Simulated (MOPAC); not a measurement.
# Run report: Si₂NH₆ClO, geometry relaxation (part 1 of 2)

- system: Si₂NH₆ClO
- method: PM6, closed shell (MOPAC 23.2.5)

The atoms were displaced at random from an optimised geometry.

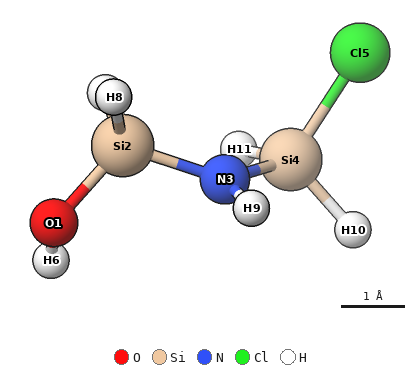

*The structure as given in the input (ball-and-stick view, seen at a tilt; atoms are numbered from 1 in the order of the input).*

Bond lengths as drawn: Cl–Si 2.04 Å, H–N 1.02 Å, H–O 0.95 Å, H–Si 1.49 to 1.50 Å, N–Si 1.70 to 1.73 Å and O–Si 1.66 Å.

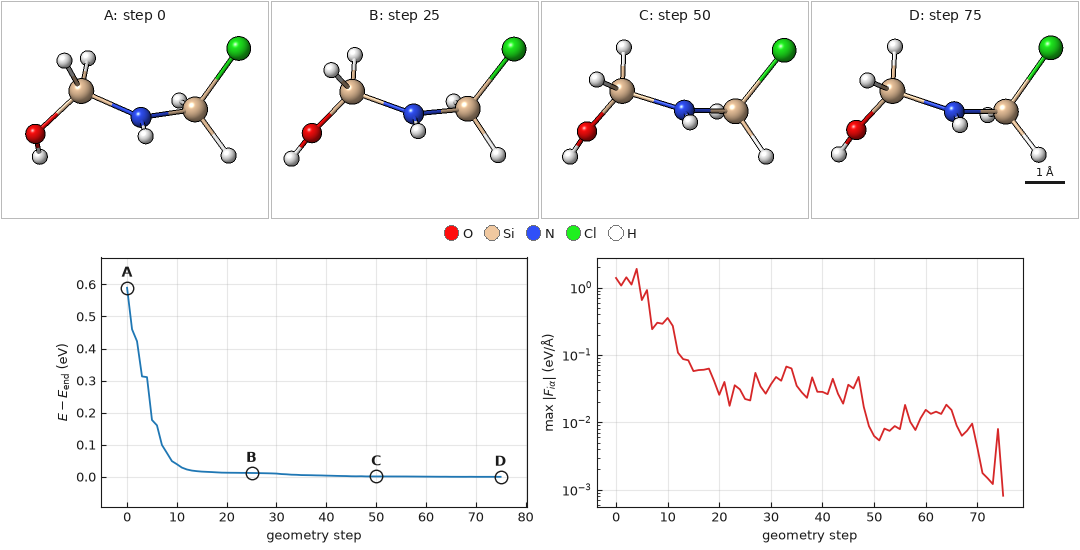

*Frames of the relaxation (ball-and-stick view, seen at a tilt) above the curves, on which the letters mark them (steps are counted from 0).*

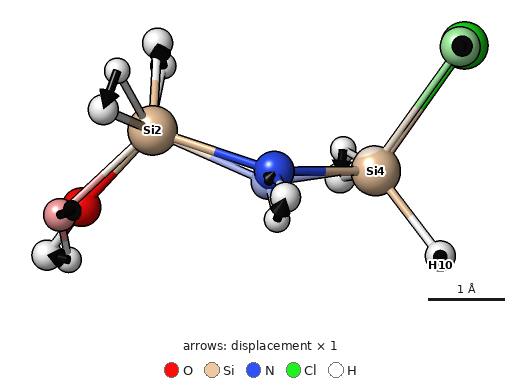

*Start (faint) and end (solid) with the displacements as black arrows, at true length (ball-and-stick view, seen at a tilt). The two geometries are laid on each other by the best rigid fit.*

The atom that moves furthest after the best rigid fit is O1 (0.58 Å). Largest moves by element: O 0.58 Å, H 0.56 Å, Cl 0.46 Å, N 0.22 Å, Si 0.06 Å. Among the contacts that change: O1–Si2 1.655 → 1.574 Å, O1–H6 0.948 → 0.893 Å, Si2–H7 1.495 → 1.449 Å, Si2–H8 1.492 → 1.449 Å. Among the angles that change: Si2–O1–H6 115.4° → 173.7°, O1–Si2–H7 112.0° → 105.2°, N3–Si2–H7 104.6° → 109.4°. After 75 geometry steps the energy has fallen by 0.590 eV. The largest force component goes from 1.4 to 0.00082 eV/Å. (Atoms are counted from 1 in the order of the input.)

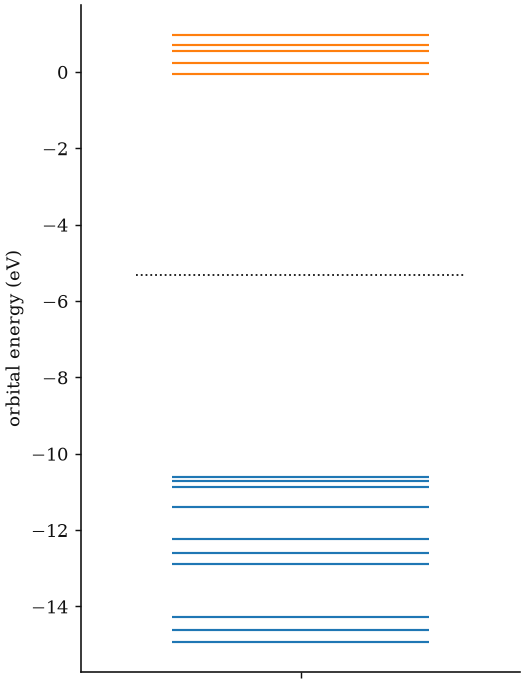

*Orbital energies near the frontier; the dotted line parts filled from empty levels, and levels within 0.02 eV of each other stand side by side.*

Highest filled −10.62 eV, lowest empty −0.04 eV, 10.58 eV apart.

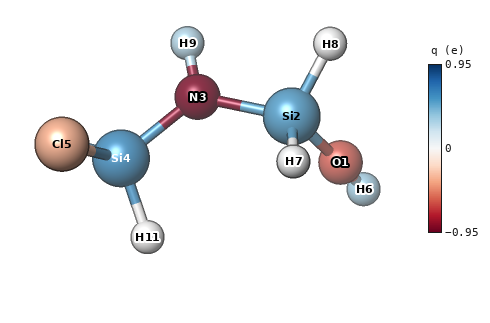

*Mulliken charges, as the colour of each atom (ball-and-stick view, seen at a tilt; atoms are numbered from 1 in the order of the input).*

By element: O −0.61, Si +0.53 to +0.60, N −0.90, Cl −0.31 and H 0.00 to +0.38 e.

The input that produced these results follows, with the program's output.

Input (mol.mop):
```
EF DISP GRADIENTS MULLIK GNORM=0.05 CYCLES=300 PM6 THREADS=1 AUX(PRECISION=6)
PM6 optimise
O[SiH2]N[SiH2]Cl
O      0.698910     1.484034    -2.005294
Si     0.287441     1.279940    -0.415249
N     -0.675960    -0.123877    -0.118307
Si    -0.320976    -1.437732     0.902751
Cl    -0.961159    -1.189589     2.826197
H      1.200873     0.777563    -2.389060
H      1.489906     1.104033     0.456145
H     -0.471324     2.519582    -0.080368
H     -1.622339    -0.105219    -0.507268
H     -1.014624    -2.666147     0.394710
H      1.165348    -1.602216     0.942078
```

Launched with:
```bash
mopac mol.mop
```

The program's output:
```
MOPAC v23.2.5
PM6 CALCULATION RESULTS

 *  PM6        - The PM6 Hamiltonian to be used
 *  EF         - USE EF ROUTINE FOR MINIMUM SEARCH
 *  THREADS=1  - MULTI-THREADING NOT USED
 *  CYCLES=    - DO A MAXIMUM OF 300 STEPS
 *  GNORM      - EXIT WHEN GRADIENT NORM DROPS BELOW 0.050
 *  AUX        - OUTPUT AUXILIARY INFORMATION
 *  GRADIENTS  - ALL GRADIENTS TO BE PRINTED
 *  DISP       - PRINT DISPERSION AND HYDROGEN BOND ENERGIES
 *  MULLIK     - THE MULLIKEN ANALYSIS TO BE PERFORMED
EF DISP GRADIENTS MULLIK GNORM=0.05 CYCLES=300 PM6 THREADS=1 AUX(PRECISION=6)
 PM6 optimise
 O[SiH2]N[SiH2]Cl
   ATOM   CHEMICAL          X               Y               Z
  NUMBER   SYMBOL      (ANGSTROMS)     (ANGSTROMS)     (ANGSTROMS)

     1       O          0.69891000  *   1.48403400  *  -2.00529400  *
     2      Si          0.28744100  *   1.27994000  *  -0.41524900  *
     3       N         -0.67596000  *  -0.12387700  *  -0.11830700  *
     4      Si         -0.32097600  *  -1.43773200  *   0.90275100  *
     5      Cl         -0.96115900  *  -1.18958900  *   2.82619700  *
     6       H          1.20087300  *   0.77756300  *  -2.38906000  *
     7       H          1.48990600  *   1.10403300  *   0.45614500  *
     8       H         -0.47132400  *   2.51958200  *  -0.08036800  *
     9       H         -1.62233900  *  -0.10521900  *  -0.50726800  *
    10       H         -1.01462400  *  -2.66614700  *   0.39471000  *
    11       H          1.16534800  *  -1.60221600  *   0.94207800  *

          CARTESIAN COORDINATES

    NO.       ATOM           X           Y           Z

     1         O          0.6989      1.4840     -2.0053
     2        Si          0.2874      1.2799     -0.4152
     3         N         -0.6760     -0.1239     -0.1183
     4        Si         -0.3210     -1.4377      0.9028
     5        Cl         -0.9612     -1.1896      2.8262
     6         H          1.2009      0.7776     -2.3891
     7         H          1.4899      1.1040      0.4561
     8         H         -0.4713      2.5196     -0.0804
     9         H         -1.6223     -0.1052     -0.5073
    10         H         -1.0146     -2.6661      0.3947
    11         H          1.1653     -1.6022      0.9421

           Empirical Formula: H6 N O Si2 Cl  =    11 atoms

      MOLECULAR POINT GROUP   :   C1

      RHF CALCULATION, NO. OF DOUBLY OCCUPIED LEVELS = 16

          Geometry optimization using EF

          DIAGONAL MATRIX USED AS START HESSIAN

 CYCLE:     1 TIME:   0.008 TIME LEFT:  2.00D  GRAD.:    74.983 HEAT: -142.2562
 CYCLE:     2 TIME:   0.012 TIME LEFT:  2.00D  GRAD.:    49.918 HEAT: -145.2442
 CYCLE:     3 TIME:   0.004 TIME LEFT:  2.00D  GRAD.:    80.438 HEAT: -146.1064
 CYCLE:     4 TIME:   0.004 TIME LEFT:  2.00D  GRAD.:    61.231 HEAT: -148.6319
 CYCLE:     5 TIME:   0.004 TIME LEFT:  2.00D  GRAD.:    83.707 HEAT: -148.6842
 CYCLE:     6 TIME:   0.008 TIME LEFT:  2.00D  GRAD.:    39.086 HEAT: -151.7638
 CYCLE:     7 TIME:   0.004 TIME LEFT:  2.00D  GRAD.:    50.998 HEAT: -152.1498
 CYCLE:     8 TIME:   0.004 TIME LEFT:  2.00D  GRAD.:    15.420 HEAT: -153.5608
 CYCLE:     9 TIME:   0.004 TIME LEFT:  2.00D  GRAD.:    15.884 HEAT: -154.1361
 CYCLE:    10 TIME:   0.008 TIME LEFT:  2.00D  GRAD.:    17.230 HEAT: -154.7208
 CYCLE:    11 TIME:   0.004 TIME LEFT:  2.00D  GRAD.:    16.193 HEAT: -154.9435
 CYCLE:    12 TIME:   0.004 TIME LEFT:  2.00D  GRAD.:    12.701 HEAT: -155.1865
 CYCLE:    13 TIME:   0.008 TIME LEFT:  2.00D  GRAD.:     6.376 HEAT: -155.3225
 CYCLE:    14 TIME:   0.004 TIME LEFT:  2.00D  GRAD.:     4.952 HEAT: -155.4013
 CYCLE:    15 TIME:   0.004 TIME LEFT:  2.00D  GRAD.:     4.617 HEAT: -155.4448
 CYCLE:    16 TIME:   0.004 TIME LEFT:  2.00D  GRAD.:     3.353 HEAT: -155.4766
 CYCLE:    17 TIME:   0.004 TIME LEFT:  2.00D  GRAD.:     2.670 HEAT: -155.4935
 CYCLE:    18 TIME:   0.004 TIME LEFT:  2.00D  GRAD.:     3.048 HEAT: -155.5104
 CYCLE:    19 TIME:   0.008 TIME LEFT:  2.00D  GRAD.:     3.619 HEAT: -155.5312
 CYCLE:    20 TIME:   0.004 TIME LEFT:  2.00D  GRAD.:     2.491 HEAT: -155.5501
 CYCLE:    21 TIME:   0.004 TIME LEFT:  2.00D  GRAD.:     1.546 HEAT: -155.5559
 CYCLE:    22 TIME:   0.004 TIME LEFT:  2.00D  GRAD.:     1.913 HEAT: -155.5598
 CYCLE:    23 TIME:   0.004 TIME LEFT:  2.00D  GRAD.:     1.214 HEAT: -155.5625
 CYCLE:    24 TIME:   0.008 TIME LEFT:  2.00D  GRAD.:     1.392 HEAT: -155.5676
 CYCLE:    25 TIME:   0.004 TIME LEFT:  2.00D  GRAD.:     1.208 HEAT: -155.5695
 CYCLE:    26 TIME:   0.004 TIME LEFT:  2.00D  GRAD.:     1.434 HEAT: -155.5756
 CYCLE:    27 TIME:   0.004 TIME LEFT:  2.00D  GRAD.:     1.233 HEAT: -155.5788
 CYCLE:    28 TIME:   0.008 TIME LEFT:  2.00D  GRAD.:     2.496 HEAT: -155.5894
 CYCLE:    29 TIME:   0.004 TIME LEFT:  2.00D  GRAD.:     1.674 HEAT: -155.5964
 CYCLE:    30 TIME:   0.004 TIME LEFT:  2.00D  GRAD.:     1.136 HEAT: -155.6049
 CYCLE:    31 TIME:   0.004 TIME LEFT:  2.00D  GRAD.:     1.492 HEAT: -155.6177
 CYCLE:    32 TIME:   0.008 TIME LEFT:  2.00D  GRAD.:     2.822 HEAT: -155.6532
 CYCLE:    33 TIME:   0.004 TIME LEFT:  2.00D  GRAD.:     2.601 HEAT: -155.6701
 CYCLE:    34 TIME:   0.012 TIME LEFT:  2.00D  GRAD.:     3.900 HEAT: -155.6976
 CYCLE:    35 TIME:   0.004 TIME LEFT:  2.00D  GRAD.:     4.123 HEAT: -155.7058
 CYCLE:    36 TIME:   0.004 TIME LEFT:  2.00D  GRAD.:     1.856 HEAT: -155.7262
 CYCLE:    37 TIME:   0.004 TIME LEFT:  2.00D  GRAD.:     1.649 HEAT: -155.7311
 CYCLE:    38 TIME:   0.008 TIME LEFT:  2.00D  GRAD.:     1.367 HEAT: -155.7373
 CYCLE:    39 TIME:   0.004 TIME LEFT:  2.00D  GRAD.:     2.287 HEAT: -155.7472
 CYCLE:    40 TIME:   0.004 TIME LEFT:  2.00D  GRAD.:     1.713 HEAT: -155.7531
 CYCLE:    41 TIME:   0.004 TIME LEFT:  2.00D  GRAD.:     1.480 HEAT: -155.7648
 CYCLE:    42 TIME:   0.008 TIME LEFT:  2.00D  GRAD.:     1.528 HEAT: -155.7730
 CYCLE:    43 TIME:   0.004 TIME LEFT:  2.00D  GRAD.:     2.533 HEAT: -155.7835
 CYCLE:    44 TIME:   0.008 TIME LEFT:  2.00D  GRAD.:     1.639 HEAT: -155.7915
 CYCLE:    45 TIME:   0.004 TIME LEFT:  2.00D  GRAD.:     1.255 HEAT: -155.7976
 CYCLE:    46 TIME:   0.004 TIME LEFT:  2.00D  GRAD.:     1.700 HEAT: -155.8107
 CYCLE:    47 TIME:   0.004 TIME LEFT:  2.00D  GRAD.:     1.400 HEAT: -155.8151
 CYCLE:    48 TIME:   0.008 TIME LEFT:  2.00D  GRAD.:     2.640 HEAT: -155.8100
 CYCLE:    49 TIME:   0.004 TIME LEFT:  2.00D  GRAD.:     0.759 HEAT: -155.8229
 CYCLE:    50 TIME:   0.004 TIME LEFT:  2.00D  GRAD.:     0.563 HEAT: -155.8239
 CYCLE:    51 TIME:   0.004 TIME LEFT:  2.00D  GRAD.:     0.439 HEAT: -155.8247
 CYCLE:    52 TIME:   0.008 TIME LEFT:  2.00D  GRAD.:     0.359 HEAT: -155.8251
 CYCLE:    53 TIME:   0.004 TIME LEFT:  2.00D  GRAD.:     0.373 HEAT: -155.8255
 CYCLE:    54 TIME:   0.004 TIME LEFT:  2.00D  GRAD.:     0.411 HEAT: -155.8259
 CYCLE:    55 TIME:   0.008 TIME LEFT:  2.00D  GRAD.:     0.540 HEAT: -155.8263
 CYCLE:    56 TIME:   0.004 TIME LEFT:  2.00D  GRAD.:     0.552 HEAT: -155.8269
 CYCLE:    57 TIME:   0.004 TIME LEFT:  2.00D  GRAD.:     1.041 HEAT: -155.8276
 CYCLE:    58 TIME:   0.004 TIME LEFT:  2.00D  GRAD.:     0.680 HEAT: -155.8300
 CYCLE:    59 TIME:   0.008 TIME LEFT:  2.00D  GRAD.:     0.488 HEAT: -155.8323
 CYCLE:    60 TIME:   0.004 TIME LEFT:  2.00D  GRAD.:     0.604 HEAT: -155.8353
 CYCLE:    61 TIME:   0.008 TIME LEFT:  2.00D  GRAD.:     0.739 HEAT: -155.8381
 CYCLE:    62 TIME:   0.004 TIME LEFT:  2.00D  GRAD.:     0.786 HEAT: -155.8402
 CYCLE:    63 TIME:   0.004 TIME LEFT:  2.00D  GRAD.:     0.848 HEAT: -155.8431
 CYCLE:    64 TIME:   0.004 TIME LEFT:  2.00D  GRAD.:     0.784 HEAT: -155.8452
 CYCLE:    65 TIME:   0.008 TIME LEFT:  2.00D  GRAD.:     1.098 HEAT: -155.8445
 CYCLE:    66 TIME:   0.004 TIME LEFT:  2.00D  GRAD.:     0.769 HEAT: -155.8488
 CYCLE:    67 TIME:   0.004 TIME LEFT:  2.00D  GRAD.:     0.502 HEAT: -155.8494
 CYCLE:    68 TIME:   0.008 TIME LEFT:  2.00D  GRAD.:     0.371 HEAT: -155.8506
 CYCLE:    69 TIME:   0.004 TIME LEFT:  2.00D  GRAD.:     0.349 HEAT: -155.8512
 CYCLE:    70 TIME:   0.004 TIME LEFT:  2.00D  GRAD.:     0.576 HEAT: -155.8481
 CYCLE:    71 TIME:   0.008 TIME LEFT:  2.00D  GRAD.:     0.183 HEAT: -155.8520
 CYCLE:    72 TIME:   0.004 TIME LEFT:  2.00D  GRAD.:     0.125 HEAT: -155.8521
 CYCLE:    73 TIME:   0.004 TIME LEFT:  2.00D  GRAD.:     0.079 HEAT: -155.8521
 CYCLE:    74 TIME:   0.004 TIME LEFT:  2.00D  GRAD.:     0.054 HEAT: -155.8521
 CYCLE:    75 TIME:   0.004 TIME LEFT:  2.00D  GRAD.:     0.365 HEAT: -155.8516
 CYCLE:    76 TIME:   0.008 TIME LEFT:  2.00D  GRAD.:     0.045 HEAT: -155.8521

     GRADIENT =  0.04490 IS LESS THAN CUTOFF =  0.05000

 -------------------------------------------------------------------------------
 EF DISP GRADIENTS MULLIK GNORM=0.05 CYCLES=300 PM6 THREADS=1 AUX(PRECISION=6)
 PM6 optimise
 O[SiH2]N[SiH2]Cl

     GEOMETRY OPTIMISED USING EIGENVECTOR FOLLOWING (EF).
     SCF FIELD WAS ACHIEVED

                              PM6 CALCULATION

          FINAL HEAT OF FORMATION =       -155.85215 KCAL/MOL =    -652.08539 KJ/MOL

          TOTAL ENERGY            =     -22086.46180 KCAL/MOL = ELECTRONIC ENERGY + CORE-CORE REPULSION
          ENERGY OF ATOMS         =      21931.10961 KCAL/MOL
                              SUM =       -155.35219 KCAL/MOL
          DISPERSION ENERGY       =          0.00000 KCAL/MOL
          MM CORRECTION FOR >N-   =         -0.49996 KCAL/MOL
                              SUM =       -155.85215 KCAL/MOL = FINAL HEAT OF FORMATION

          TOTAL ENERGY            =       -957.75963 EV
          ELECTRONIC ENERGY       =      -2909.33108 EV
          CORE-CORE REPULSION     =       1951.57145 EV
          COSMO AREA              =        152.16 SQUARE ANGSTROMS
          COSMO VOLUME            =        148.19 CUBIC ANGSTROMS

          GRADIENT NORM           =          0.04490          =       0.01354 PER ATOM
          IONIZATION POTENTIAL    =         10.619610 EV
          HOMO LUMO ENERGIES (EV) =        -10.620 -0.041
          NO. OF FILLED LEVELS    =         16
          MOLECULAR WEIGHT        =        127.6775         POINT GROUP:  C1

          MOLECULAR DIMENSIONS (Angstroms)

            Atom       Atom       Distance
            H     6   Cl     5     6.22928
            H    10    H     7     4.21976
            H    11    H     8     3.72127

          SCF CALCULATIONS        =         79

          WALL-CLOCK TIME         =      0.398 SECONDS
          COMPUTATION TIME        =      0.395 SECONDS

       FINAL  POINT  AND  DERIVATIVES
```
